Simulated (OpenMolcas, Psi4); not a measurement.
## A ladder of methods for C2HBF2 (SMILES C#CB(F)F)

C2HBF2 has 6 atoms, charge 0, and is taken as a singlet. SMILES: `C#CB(F)F`. Geometry: relaxed at PBE0-D4/def2-TZVP.

```jsonl
{"atom": "C", "x (Å)": "-0.8837", "y (Å)": "0.4508", "z (Å)": "1.2534"}
{"atom": "C", "x (Å)": "-0.2186", "y (Å)": "0.1062", "z (Å)": "0.3117"}
{"atom": "B", "x (Å)": "0.6220", "y (Å)": "-0.3292", "z (Å)": "-0.8784"}
{"atom": "F", "x (Å)": "0.1536", "y (Å)": "-1.1795", "z (Å)": "-1.7666"}
{"atom": "F", "x (Å)": "1.8417", "y (Å)": "0.1317", "z (Å)": "-1.0541"}
{"atom": "H", "x (Å)": "-1.4730", "y (Å)": "0.7560", "z (Å)": "2.0879"}
```

Quantity: the energy change with the C2–B3 bond stretched from 1.521 to 2.281 Å, in eV. The values are calculated.

```
                        level                 kind     program  value (eV)  CPU time (all runs)
 SVWN5/def2-SVPD (restricted)                  LDA  OpenMolcas        3.14                 57 s
  BLYP/def2-SVPD (restricted)                  GGA        Psi4        2.85                 24 s
   PBE/def2-SVPD (restricted)                  GGA        Psi4        2.93                 31 s
 M06-L/def2-SVPD (restricted)             meta-GGA  OpenMolcas        3.14              1.7 min
r2SCAN/def2-SVPD (restricted)             meta-GGA        Psi4        3.09                 63 s
  PBE0/def2-SVPD (restricted)        global hybrid  OpenMolcas        3.16                 78 s
B2PLYP/def2-SVPD (restricted)        double hybrid  OpenMolcas        3.10                 74 s
   MP2/def2-SVPD (restricted)  perturbation theory  OpenMolcas        3.11                 28 s
```

The first shape isn't each level's own minimum. The values span 2.85 to 3.16 eV. Times are those of the runs behind each value, whatever else they computed, on shared processors of several kinds: orders of magnitude only.

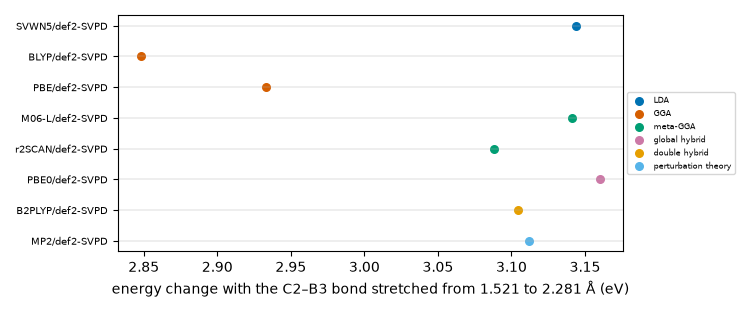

The values of the table, level by level.
